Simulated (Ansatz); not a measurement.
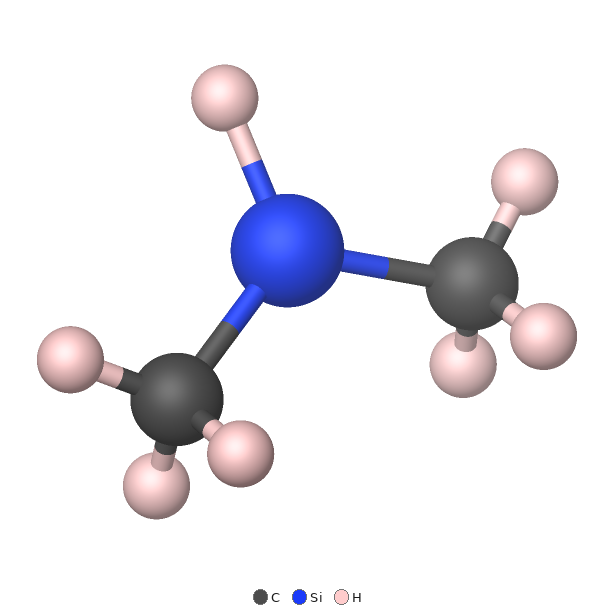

The species has charge +1 and is a spin singlet. The computed structure is the end point of a PBE0-D4/def2-TZVP optimisation. No frequency run is at hand to confirm it as a minimum.

Give the structural formula.

SMILES: C[SiH+]C

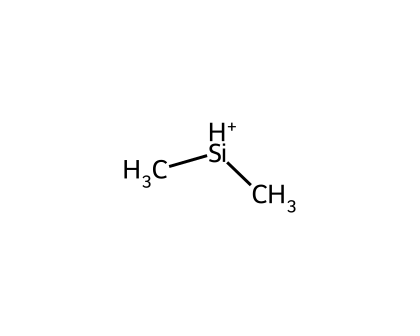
